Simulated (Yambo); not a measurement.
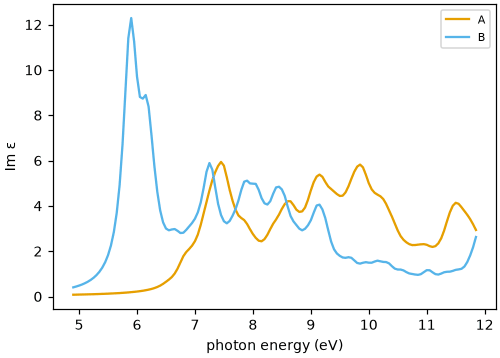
*Two computed absorption spectra of PbF2 (fluorite, space group Fm-3m, No. 225) (Yambo, PBE bands with the same scissor, field along x)*

Question: Which curve includes the electron-hole attraction (BSE), and where are its main peaks?

Answer: Curve B: the attraction moves weight to lower energy (centre of the plotted range 7.7 eV against 9.2 eV). Its peaks lie at 5.9 eV, 7.2 eV, 7.9 eV, 8.4 eV. Settings: 8×8×8 mesh, 7 valence and 4 conduction bands, static screening with 31 bands and a 4 Ry block, scissor 1.95 eV, Tamm-Dancoff. The scissor comes from a G0W0 run whose convergence isn't established. Broadening 0.15 eV. The band window holds all transitions up to 15.8 eV. Fine structure above the onset can come from the mesh.

Bands and orbitals come from the standard potentials; the scissor and the G0W0 gaps come from a run at the same geometry on the stringent ones, which hold whole semicore shells in the valence.

Spin-orbit coupling is not included.

Geometry relaxed with PBEsol; primitive cell a = b = c = 4.1672 Å, α = β = γ = 60.00°.
